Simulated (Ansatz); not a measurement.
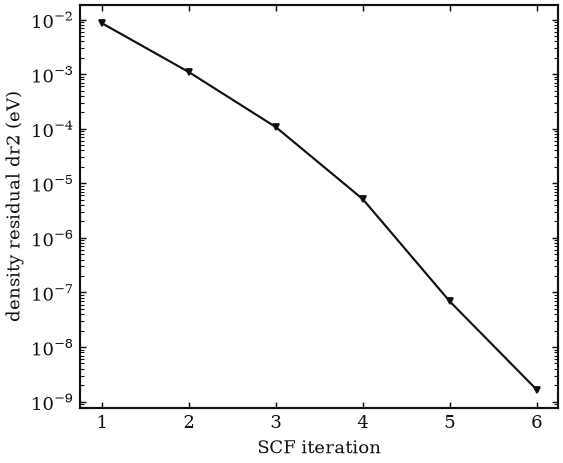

The plot shows the SCF iterations of a calculation: density residual dr2. The starting density is a sum of atomic densities corrected by a trained network.

SiC2 (6 atoms in the cell), run with Ansatz.

```
crystal:
  lattice:
    - [-1.4726224034, 1.4726224034, 6.2694012077]
    - [1.4726224034, -1.4726224034, 6.2694012077]
    - [1.4726224034, 1.4726224034, -6.2694012077]
  atoms:
    - { symbol: Si, position: [0.0, 0.0, 0.0] }
    - { symbol: Si, position: [0.75, 0.25, 0.5] }
    - { symbol: C, position: [0.6596757337, 0.6596757337, 0.0] }
    - { symbol: C, position: [0.3403242663, 0.3403242663, 0.0] }
    - { symbol: C, position: [0.4096757337, 0.9096757337, 0.5] }
    - { symbol: C, position: [0.0903242663, 0.5903242663, 0.5] }
basis:
  ecutwfc: 420
kpoints:
  mp_grid: { grid: [14, 14, 14] }
hamiltonian:
  xc: pbe
scf:
  occupations: { method: fixed }
  max_iter: 60
output:
  forces: true
  eigenvalues: true
  stress: true
```

Command:
```bash
ansatz run input.yaml --threads 1 --pin off --max-ram 2560MiB --backend cpu --events-out ev --progress --plain --runs-dir out
```

Was self-consistency reached?

Converged, in 6 iterations. The residual falls at every step.

Is anything amiss with this input?

The input holds an odd setting (fixed occupations whatever the gap). The SCF closed; whether the result suffers can't be told from this run alone.
